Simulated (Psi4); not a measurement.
Single-point calculation, with input and output: C₂H₃Si

- system: C₂H₃Si, multiplicity 4
- method: HF/def2-QZVPP, UHF (Psi4 1.11)

The geometry is that of the parent species in another charge or spin state. The geometry comes from this level: PBE0-D4/def2-TZVP.

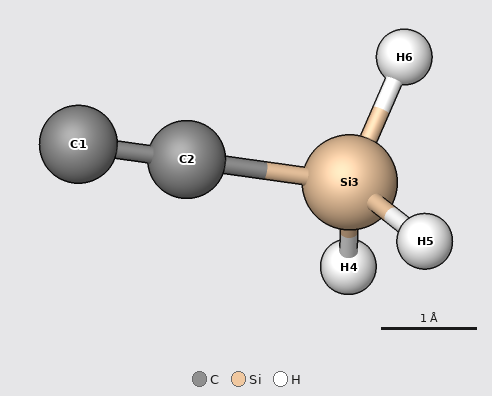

The structure as given in the input (ball-and-stick view, seen at a tilt; atoms are numbered from 1 in the order of the input). Bond lengths as drawn: C–C 1.21 Å, C–Si 1.83 Å and H–Si 1.48 Å.

## Summary

- outcome: converged
- total energy: −366.174435 hartree
- basis functions: 274
- ⟨S²⟩: 3.876
- dipole moment: 0.16 D
- hardware: 1 thread of AMD EPYC (Zen 3), 64 GiB of memory available, shared host
- wall time: 13 s
- peak memory: 0.45 GiB

The record of the run, not the program, notes: spin contaminated.

## The input (input.inp)
```
memory 1600 mb

molecule geom {
  0 4
  C      1.099800    -1.943700     1.067500
  C      0.563900    -0.994100     0.538900
  Si    -0.246300     0.437400    -0.257000
  H     -1.451000    -0.035700    -0.979200
  H      0.706200     1.059100    -1.207200
  H     -0.630600     1.412800     0.790800
  symmetry c1
}

set {
  basis     def2-QZVPP
  reference uhf
  puream    true
  scf_type  df
  maxiter   150
}

energy_value, wavefunction = energy('hf', return_wfn=True)
```

Launch command:
```bash
psi4 -i input.inp -o input.out -n 1
```

## Log
```
Psi4 1.11 release

   => Loading Basis Set <=

    Name: DEF2-QZVPP
    Role: ORBITAL
    Keyword: BASIS

         ---------------------------------------------------------
                                   SCF
                              UHF Reference
                        1 Threads,   1525 MiB Core
         ---------------------------------------------------------

  ==> Geometry <==

    Molecular point group: c1
    Full point group: C1

    Geometry (in Angstrom), charge = 0, multiplicity = 4:

       Center              X                  Y                   Z               Mass
    ------------   -----------------  -----------------  -----------------  -----------------
         C            0.887301180018    -1.569862202814     0.873315794997    12.000000000000
         C            0.351401180018    -0.620262202814     0.344715794997    12.000000000000
         SI          -0.458798819982     0.811237797186    -0.451184205003    27.976926534650
         H           -1.663498819982     0.338137797186    -1.173384205003     1.007825032230
         H            0.493701180018     1.432937797186    -1.401384205003     1.007825032230
         H           -0.843098819982     1.786637797186     0.596615794997     1.007825032230

  Running in c1 symmetry.

  Rotational constants: A =      2.83306  B =      0.17634  C =      0.17634 [cm^-1]
  Rotational constants: A =  84933.10492  B =   5286.56458  C =   5286.56262 [MHz]
  Nuclear repulsion =   76.367132930564821

  Charge       = 0
  Multiplicity = 4
  Electrons    = 29
  Nalpha       = 16
  Nbeta        = 13

  ==> Algorithm <==

  SCF Algorithm Type is DF.
  DIIS enabled.
  MOM disabled.
  Fractional occupation disabled.
  Guess Type is SAD.
  Energy threshold   = 1.00e-06
  Density threshold  = 1.00e-06
  Integral threshold = 1.00e-12

  ==> Primary Basis <==

  Basis Set: DEF2-QZVPP
    Blend: DEF2-QZVPP
    Number of shells: 86
    Number of basis functions: 274
    Number of Cartesian functions: 335
    Spherical Harmonics?: true
    Max angular momentum: 4

   => Loading Basis Set <=

    Name: (DEF2-QZVPP AUX)
    Role: JKFIT
    Keyword: DF_BASIS_SCF

  ==> Integral Setup <==

  DFHelper Memory: AOs need 0.196 GiB; user supplied 1.118 GiB.
  SCF_SUBTYPE=INCORE selected. In-core MEM_DF algorithm will be used.
  Using in-core AOs.

  ==> MemDFJK: Density-Fitted J/K Matrices <==

    J tasked:                   Yes
    K tasked:                   Yes
    wK tasked:                   No
    Memory [MiB]:              1144
    Algorithm:                 Core
    Schwarz Cutoff:           1E-12
    Mask sparsity (%):       3.2261
    Fitting Condition:        1E-10

   => Auxiliary Basis Set <=

  Basis Set: (DEF2-QZVPP AUX)
    Blend: DEF2-UNIVERSAL-JKFIT
    Number of shells: 106
    Number of basis functions: 332
    Number of Cartesian functions: 393
    Spherical Harmonics?: true
    Max angular momentum: 4

  Minimum eigenvalue in the overlap matrix is 4.8924514983E-05.
  Reciprocal condition number of the overlap matrix is 6.3567660222E-06.
    Using symmetric orthogonalization.

  ==> Pre-Iterations <==

  SCF Guess: Superposition of Atomic Densities via on-the-fly atomic UHF (no occupation information).

   -------------------------
    Irrep   Nso     Nmo
   -------------------------
     A        274     274
   -------------------------
    Total     274     274
   -------------------------

  ==> Iterations <==

                           Total Energy        Delta E     RMS |[F,P]|

   @DF-UHF iter SAD:  -365.22747465697478   -3.65227e+02   0.00000e+00
   @DF-UHF iter   1:  -365.92367612643119   -6.96201e-01   1.71233e-03 DIIS/ADIIS
   @DF-UHF iter   2:  -366.06449681947106   -1.40821e-01   1.21669e-03 DIIS/ADIIS
   @DF-UHF iter   3:  -366.14223962668223   -7.77428e-02   3.46642e-04 DIIS/ADIIS
   @DF-UHF iter   4:  -366.16545061530320   -2.32110e-02   1.68324e-04 DIIS/ADIIS
   @DF-UHF iter   5:  -366.17132169225027   -5.87108e-03   8.64059e-05 DIIS
   @DF-UHF iter   6:  -366.17279912909368   -1.47744e-03   5.21592e-05 DIIS
   @DF-UHF iter   7:  -366.17355293558774   -7.53806e-04   3.49831e-05 DIIS
   @DF-UHF iter   8:  -366.17402478349823   -4.71848e-04   2.44782e-05 DIIS
   @DF-UHF iter   9:  -366.17428947493397   -2.64691e-04   1.53962e-05 DIIS
   @DF-UHF iter  10:  -366.17442538993038   -1.35915e-04   5.49059e-06 DIIS
   @DF-UHF iter  11:  -366.17443441884245   -9.02891e-06   1.96217e-06 DIIS
   @DF-UHF iter  12:  -366.17443537829502   -9.59453e-07   6.38918e-07 DIIS
  Energy and wave function converged.

  ==> Post-Iterations <==

   @Spin Contamination Metric:   1.256289761E-01
   @S^2 Expected:                3.750000000E+00
   @S^2 Observed:                3.875628976E+00
   @S   Expected:                1.500000000E+00
   @S   Observed:                1.500000000E+00

    Orbital Energies [Eh]
    ---------------------

    Alpha Occupied:

       1A    -68.787645     2A    -11.308655     3A    -11.253694
       4A     -6.132560     5A     -4.239563     6A     -4.239286
       7A     -4.239204     8A     -1.130132     9A     -0.793306
      10A     -0.666584    11A     -0.602129    12A     -0.563502
      13A     -0.505826    14A     -0.492787    15A     -0.463505
      16A     -0.252331

    Alpha Virtual:

      17A      0.094956    18A      0.102487    19A      0.121394
      20A      0.125367    21A      0.132053    22A      0.138553
      23A      0.197511    24A      0.201886    25A      0.204971
      26A      0.209138    27A      0.217904    28A      0.296874
      29A      0.299045    30A      0.312603    31A      0.326560
      32A      0.352789    33A      0.358545    34A      0.374827
      35A      0.390403    36A      0.392425    37A      0.442037
      38A      0.448412    39A      0.456487    40A      0.473626
      41A      0.517180    42A      0.600926    43A      0.603625
      44A      0.673876    45A      0.675823    46A      0.709203
      47A      0.709296    48A      0.722503    49A      0.737142
      50A      0.782726    51A      0.786581    52A      0.811334
      53A      0.820567    54A      0.828123    55A      0.857729
      56A      0.875530    57A      0.886728    58A      0.890528
      59A      0.911597    60A      0.919121    61A      0.925012
      62A      0.943595    63A      1.008260    64A      1.026784
      65A      1.047077    66A      1.047495    67A      1.063035
      68A      1.097140    69A      1.100860    70A      1.156082
      71A      1.164507    72A      1.170643    73A      1.209985
      74A      1.211466    75A      1.236052    76A      1.263231
      77A      1.342491    78A      1.371884    79A      1.393279
      80A      1.453047    81A      1.464468    82A      1.465218
      83A      1.476685    84A      1.547165    85A      1.550824
      86A      1.714407    87A      1.771752    88A      1.812525
      89A      1.879319    90A      1.881688    91A      1.919836
      92A      1.922584    93A      1.976077    94A      2.053456
      95A      2.055429    96A      2.067641    97A      2.073945
      98A      2.107228    99A      2.145819   100A      2.147666
     101A      2.151244   102A      2.159266   103A      2.171991
     104A      2.179836   105A      2.246450   106A      2.252787
     107A      2.260709   108A      2.265706   109A      2.312081
     110A      2.313176   111A      2.353779   112A      2.356876
     113A      2.384792   114A      2.395760   115A      2.416375
     116A      2.418744   117A      2.421068   118A      2.531853
     119A      2.532820   120A      2.547791   121A      2.550806
     122A      2.565759   123A      2.570586   124A      2.580297
     125A      2.596022   126A      2.668801   127A      2.671333
     128A      2.727468   129A      2.737735   130A      2.750173
     131A      2.886977   132A      2.887652   133A      2.891402
     134A      2.926457   135A      2.928154   136A      2.941062
     137A      2.986178   138A      2.989258   139A      3.067269
     140A      3.075362   141A      3.124722   142A      3.140501
     143A      3.160131   144A      3.171505   145A      3.327700
     146A      3.330062   147A      3.349633   148A      3.437141
     149A      3.438163   150A      3.532172   151A      3.547749
     152A      3.557858   153A      3.558603   154A      3.647495
     155A      3.648675   156A      3.748995   157A      3.832465
     158A      3.841291   159A      3.863622   160A      4.077911
     161A      4.079409   162A      4.437424   163A      4.556129
     164A      4.559030   165A      4.580310   166A      4.840167
     167A      4.862174   168A      4.943564   169A      4.943573
     170A      5.012458   171A      5.316070   172A      5.316436
     173A      5.350567   174A      5.384044   175A      5.384685
     176A      5.634565   177A      5.646910   178A      5.756204
     179A      5.762786   180A      5.814748   181A      5.819561
     182A      5.827441   183A      6.005101   184A      6.021177
     185A      6.069918   186A      6.070149   187A      6.097069
     188A      6.097723   189A      6.106422   190A      6.155093
     191A      6.167243   192A      6.168703   193A      6.200660
     194A      6.202064   195A      6.215578   196A      6.217385
     197A      6.306647   198A      6.367828   199A      6.367914
     200A      6.394988   201A      6.399575   202A      6.446290
     203A      6.447812   204A      6.465215   205A      6.479585
     206A      6.481037   207A      6.511207   208A      6.521032
     209A      6.539129   210A      6.547742   211A      6.644934
     212A      6.649944   213A      6.651484   214A      6.733376
     215A      6.733629   216A      6.767635   217A      6.830188
     218A      6.830660   219A      6.908890   220A      6.909467
     221A      7.118741   222A      7.170379   223A      7.212204
     224A      7.212658   225A      7.324656   226A      7.337341
     227A      7.413411   228A      7.419631   229A      7.423193
     230A      7.511127   231A      7.742501   232A      7.742920
     233A      7.813368   234A      7.829186   235A      7.980227
     236A      8.193928   237A      8.230458   238A      8.232203
     239A      8.266747   240A      8.333086   241A      8.395117
     242A      8.395883   243A      8.506349   244A      8.522035
     245A      8.523355   246A      8.556834   247A      8.560473
     248A      8.561858   249A      8.969922   250A      8.988878
     251A      8.989070   252A      9.070441   253A      9.125085
     254A      9.125380   255A      9.279801   256A      9.298317
     257A      9.300305   258A      9.338549   259A      9.646733
     260A      9.651488   261A      9.809477   262A      9.814821
     263A      9.846420   264A     10.922017   265A     13.304404
     266A     13.305047   267A     13.358939   268A     17.684845
     269A     28.485657   270A     29.740216   271A     59.703223
     272A    148.970646   273A    150.441917   274A    320.363686

    Beta Occupied:

       1A    -68.788182     2A    -11.246656     3A    -11.237709
       4A     -6.133200     5A     -4.240475     6A     -4.239841
       7A     -4.239540     8A     -0.976960     9A     -0.750280
      10A     -0.553182    11A     -0.502791    12A     -0.483722
      13A     -0.413886

    Beta Virtual:

      14A      0.008623    15A      0.020709    16A      0.109888
      17A      0.122752    18A      0.130113    19A      0.131168
      20A      0.147096    21A      0.174524    22A      0.177002
      23A      0.207821    24A      0.210742    25A      0.219324
      26A      0.239414    27A      0.269716    28A      0.306506
      29A      0.316710    30A      0.325563    31A      0.359681
      32A      0.364280    33A      0.377548    34A      0.404377
      35A      0.414301    36A      0.436431    37A      0.463342
      38A      0.467622    39A      0.482019    40A      0.491825
      41A      0.580469    42A      0.644857    43A      0.648150
      44A      0.675275    45A      0.712297    46A      0.714260
      47A      0.733603    48A      0.748908    49A      0.764449
      50A      0.794302    51A      0.796668    52A      0.834192
      53A      0.840534    54A      0.844975    55A      0.873883
      56A      0.897297    57A      0.910707    58A      0.921996
      59A      0.942025    60A      0.947217    61A      0.968293
      62A      0.990116    63A      1.018326    64A      1.050486
      65A      1.058723    66A      1.060906    67A      1.085323
      68A      1.101820    69A      1.112717    70A      1.176005
      71A      1.179668    72A      1.182869    73A      1.218824
      74A      1.220326    75A      1.265651    76A      1.280953
      77A      1.376674    78A      1.407706    79A      1.424132
      80A      1.462643    81A      1.465504    82A      1.467662
      83A      1.518824    84A      1.555721    85A      1.561160
      86A      1.732994    87A      1.806282    88A      1.842165
      89A      1.889620    90A      1.893898    91A      1.968097
      92A      1.970730    93A      1.980011    94A      2.075813
      95A      2.077147    96A      2.101124    97A      2.103643
      98A      2.131884    99A      2.172190   100A      2.185576
     101A      2.186857   102A      2.196516   103A      2.215317
     104A      2.231238   105A      2.270918   106A      2.277791
     107A      2.283795   108A      2.292975   109A      2.342642
     110A      2.344813   111A      2.361779   112A      2.370346
     113A      2.404401   114A      2.413697   115A      2.433875
     116A      2.438621   117A      2.440034   118A      2.544424
     119A      2.544629   120A      2.550141   121A      2.568485
     122A      2.578073   123A      2.583156   124A      2.588751
     125A      2.646180   126A      2.675809   127A      2.677095
     128A      2.739016   129A      2.756842   130A      2.767887
     131A      2.894157   132A      2.896553   133A      2.901437
     134A      2.930647   135A      2.956100   136A      2.964556
     137A      3.000153   138A      3.002681   139A      3.085977
     140A      3.095472   141A      3.138380   142A      3.172679
     143A      3.182197   144A      3.190798   145A      3.337113
     146A      3.339253   147A      3.381632   148A      3.443070
     149A      3.443333   150A      3.534856   151A      3.561650
     152A      3.572812   153A      3.581826   154A      3.647895
     155A      3.650484   156A      3.758197   157A      3.847305
     158A      3.856271   159A      3.864128   160A      4.081510
     161A      4.084729   162A      4.466231   163A      4.581881
     164A      4.594070   165A      4.607160   166A      4.863560
     167A      4.885344   168A      4.966841   169A      4.966908
     170A      5.036288   171A      5.338736   172A      5.338787
     173A      5.356533   174A      5.405341   175A      5.405570
     176A      5.670813   177A      5.678461   178A      5.767169
     179A      5.771042   180A      5.823200   181A      5.829126
     182A      5.850395   183A      6.025795   184A      6.041295
     185A      6.086652   186A      6.090371   187A      6.106549
     188A      6.122222   189A      6.122549   190A      6.164856
     191A      6.169887   192A      6.170912   193A      6.203745
     194A      6.206037   195A      6.256076   196A      6.257921
     197A      6.310422   198A      6.398203   199A      6.398419
     200A      6.413761   201A      6.414772   202A      6.461559
     203A      6.462069   204A      6.469354   205A      6.509677
     206A      6.511117   207A      6.521123   208A      6.538723
     209A      6.561141   210A      6.571388   211A      6.652128
     212A      6.654736   213A      6.675078   214A      6.753979
     215A      6.754137   216A      6.778298   217A      6.835428
     218A      6.835495   219A      6.911270   220A      6.912411
     221A      7.119316   222A      7.192415   223A      7.213432
     224A      7.215149   225A      7.347670   226A      7.355512
     227A      7.427247   228A      7.429526   229A      7.432993
     230A      7.531950   231A      7.762717   232A      7.763027
     233A      7.843236   234A      7.851478   235A      8.010607
     236A      8.210177   237A      8.230778   238A      8.233668
     239A      8.274310   240A      8.333963   241A      8.395710
     242A      8.398652   243A      8.507198   244A      8.522670
     245A      8.524695   246A      8.558486   247A      8.561354
     248A      8.564197   249A      8.970508   250A      8.990026
     251A      8.990842   252A      9.072568   253A      9.126163
     254A      9.126290   255A      9.287781   256A      9.298552
     257A      9.301827   258A      9.348026   259A      9.656318
     260A      9.660278   261A      9.820344   262A      9.824148
     263A      9.847143   264A     10.948101   265A     13.304279
     266A     13.304976   267A     13.358759   268A     17.684603
     269A     28.505647   270A     29.755814   271A     59.702910
     272A    148.977476   273A    150.447151   274A    320.363473

    Final Occupation by Irrep:
              A
    DOCC [    13 ]
    SOCC [     3 ]
    NA   [    16 ]
    NB   [    13 ]

  @DF-UHF Final Energy:  -366.17443537829502

   => Energetics <=

    Nuclear Repulsion Energy =             76.3671329305648214
    One-Electron Energy =                -655.6061226887443354
    Two-Electron Energy =                 213.0645543798844415
    Total Energy =                       -366.1744353782950725

  UHF NO Occupations:
  HONO-2 :   14  A 1.0000000
  HONO-1 :   15  A 1.0000000
  HONO-0 :   16  A 1.0000000
  LUNO+0 :   17  A 0.0592468
  LUNO+1 :   18  A 0.0034147
  LUNO+2 :   19  A 0.0013022
  LUNO+3 :   20  A 0.0005430

Computation Completed

Properties will be evaluated at   0.000000,   0.000000,   0.000000 [a0]

Properties computed using the SCF density matrix

 Multipole Moments:

 ------------------------------------------------------------------------------------
     Multipole            Electronic (a.u.)      Nuclear  (a.u.)        Total (a.u.)
 ------------------------------------------------------------------------------------

 L = 1.  Multiply by 2.5417464519 to convert [e a0] to [Debye]
 Dipole X            :          1.9285134           -1.8970314            0.0314820
 Dipole Y            :         -3.4043606            3.3529337           -0.0514269
 Dipole Z            :          1.8825199           -1.8642941            0.0182259
 Magnitude           :                                                    0.0629923

 ------------------------------------------------------------------------------------

	total time  =         10 seconds =       0.17 minutes

    Psi4 run time: 0:00:10.23
```
